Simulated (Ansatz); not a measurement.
# Phonon calculation of C3H6Si

System: C3H6Si, SMILES C#C[SiH2]C.
Method: RKS LDA/def2-SVP (Ansatz 0.2.0).

It belongs to a series of runs on one base structure; here: vibrations at the highest image of the band. Figures and captions count atoms from 1; the log counts them from 0 in places.

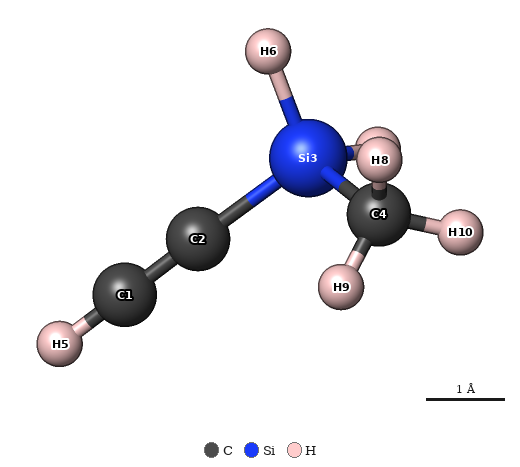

Fig. 1: The structure as given in the input (ball-and-stick view, seen at a tilt; atoms are numbered from 1 in the order of the input). Bond lengths as drawn: C–C 1.22 Å, C–H 1.09 to 1.11 Å, C–Si 1.83 to 1.88 Å and H–Si 1.51 Å.

## Input
```yaml
crystal:
  periodic: [false, false, false]
  atoms:
    - { symbol: C, position_ang: [-1.545624, 1.687229, -1.274949] }
    - { symbol: C, position_ang: [-0.583781, 1.070968, -0.833048] }
    - { symbol: Si, position_ang: [0.821853, 0.122781, -0.150445] }
    - { symbol: C, position_ang: [0.214082, -1.24057, 0.985861] }
    - { symbol: H, position_ang: [-2.394501, 2.236948, -1.670259] }
    - { symbol: H, position_ang: [1.716401, 1.087693, 0.583388] }
    - { symbol: H, position_ang: [1.604686, -0.439441, -1.308413] }
    - { symbol: H, position_ang: [0.61325, -1.110426, 2.012816] }
    - { symbol: H, position_ang: [-0.893881, -1.228852, 1.04197] }
    - { symbol: H, position_ang: [0.530613, -2.237531, 0.61598] }
basis:
  gaussian: { orbitals: def2-SVP }
hamiltonian:
  xc: lda
phonons: {}
```

Run on 1 thread of Arm Neoverse N1, 24 GiB of memory available, shared host.

Launched with:
```bash
ansatz run input.yaml --threads 1 --pin off --max-ram 2048MiB --backend cpu --events-out ev --progress --plain --runs-dir out
```

## Log
```
Engine: ansatz 0.2.0, aarch64-unknown-linux-gnu
Functional definition: SPW92
  exchange = slater_x
  correlation = pw_c
1018 factors; their error is unknown
mean field evaluation 1: about -11006.4932 eV, gradient 6.5e1 eV
mean field evaluation 2: about -10993.9274 eV, gradient 9.0e1 eV
mean field evaluation 4: about -11016.9503 eV, gradient 1.6e1 eV
mean field evaluation 8: about -11017.5844 eV, gradient 1.5e-1 eV
mean field evaluation 16: about -11017.5339 eV, gradient 7.0e-5 eV
mean field -11017.53390392 eV, -404.8869030163 hartree, gradient 1.6e-5 eV, S^2 0.000000; 0 other end points of the search recorded, 0 dependent functions left out
the calculation of the forces begins
reference -11017.53393751 eV, -404.8869042507 hartree; 19, 19 occupied and 71, 71 virtual orbitals, 1018 factors
these checks for a lower state are left out or cut short: stability, starts, cluster_reference, orbital_swaps, neighbouring_geometries, increment
1018 factors; their error is unknown
mean field -11017.53362474 eV, -404.8868927568 hartree, gradient 9.7e-7 eV, S^2 0.000000; 0 other end points of the search recorded, 0 dependent functions left out
[... from here on the field's lines of each further geometry are left out, up to the last ...]
the calculation of the forces begins
reference -11017.53391572 eV, -404.8869034499 hartree; 19, 19 occupied and 71, 71 virtual orbitals, 1018 factors
these checks for a lower state are left out or cut short: stability, starts, cluster_reference, orbital_swaps, neighbouring_geometries, increment
1018 factors; their error is unknown
mean field -11017.53388354 eV, -404.8869022673 hartree, gradient 1.3e-6 eV, S^2 0.000000; 0 other end points of the search recorded, 0 dependent functions left out
the calculation of the forces begins
reference -11017.53391713 eV, -404.8869035017 hartree; 19, 19 occupied and 71, 71 virtual orbitals, 1018 factors
WARN: phonons: modes at or below zero, which the zero-point energy, F, S and C_V leave out: 1, the lowest at -171.37 cm⁻¹. A minimum has none, and a first-order saddle one
Total energy: -11017.53393751 eV, -404.8869042507 hartree
Atom 0 at    -1.545624     1.687229    -1.274949 Å, force    -0.002731     0.011032    -0.009659 eV/Å
Atom 1 at    -0.583781     1.070968    -0.833048 Å, force     0.002611    -0.018065     0.013500 eV/Å
Atom 2 at     0.821853     0.122781    -0.150445 Å, force     0.002050     0.017240    -0.013401 eV/Å
Atom 3 at     0.214082    -1.240570     0.985861 Å, force     0.005707    -0.021371     0.016467 eV/Å
Atom 4 at    -2.394501     2.236948    -1.670259 Å, force    -0.000682     0.000030     0.001101 eV/Å
Atom 5 at     1.716401     1.087693     0.583388 Å, force     0.004061     0.007045     0.000928 eV/Å
Atom 6 at     1.604686    -0.439441    -1.308413 Å, force     0.003566     0.000545    -0.007292 eV/Å
Atom 7 at     0.613250    -1.110426     2.012816 Å, force    -0.005184     0.001077    -0.000168 eV/Å
Atom 8 at    -0.893881    -1.228852     1.041970 Å, force    -0.003838     0.001653    -0.001180 eV/Å
Atom 9 at     0.530613    -2.237531     0.615980 Å, force    -0.005559     0.000815    -0.000296 eV/Å
Dipole moment:    -0.116818    -0.111170     0.096267 e Å
Vibrations: -171.37 136.83 228.85 343.98 500.84 608.85 690.00 696.67 700.49 706.84 725.54 814.91 850.80 895.65 1193.05 1356.26 1358.75 2104.22 2156.06 2157.35 2984.32 3094.17 3096.14 3376.79 cm⁻¹, zero-point energy 1.907951 eV
```

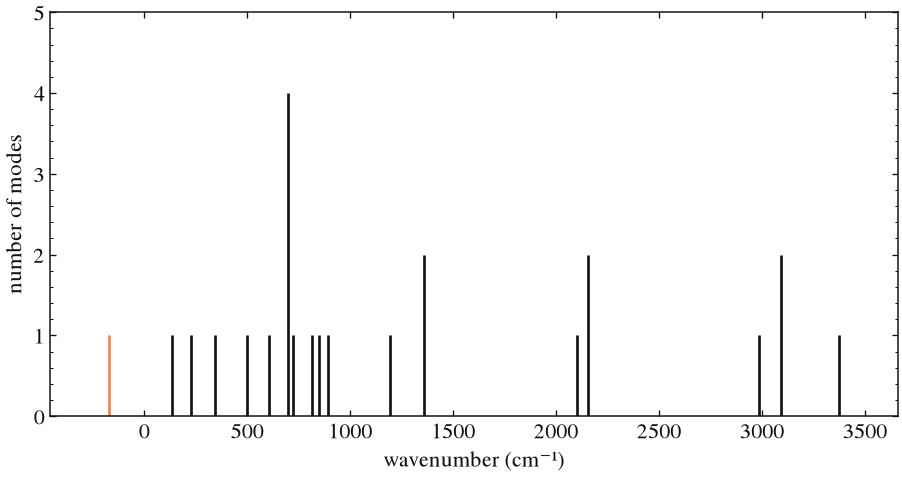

Fig. 2: Harmonic vibrational wavenumbers from the force constants; neighbouring modes closer than 16 cm⁻¹ are counted in one stick, and imaginary ones are drawn at negative wavenumbers. 24 modes from 171i to 3377 cm⁻¹, 1 imaginary beyond 8i (171i cm⁻¹): a first-order saddle point, if the geometry is stationary.

## Key numbers

| quantity | value |
| --- | --- |
| outcome | converged |
| total energy | −11017.5339 eV |
| mean-field energy | −11017.5339 eV |
| largest force (length of the vector) | 0.028 eV/Å |
| wall time | 98 s |
| peak memory | 0.26 GiB |
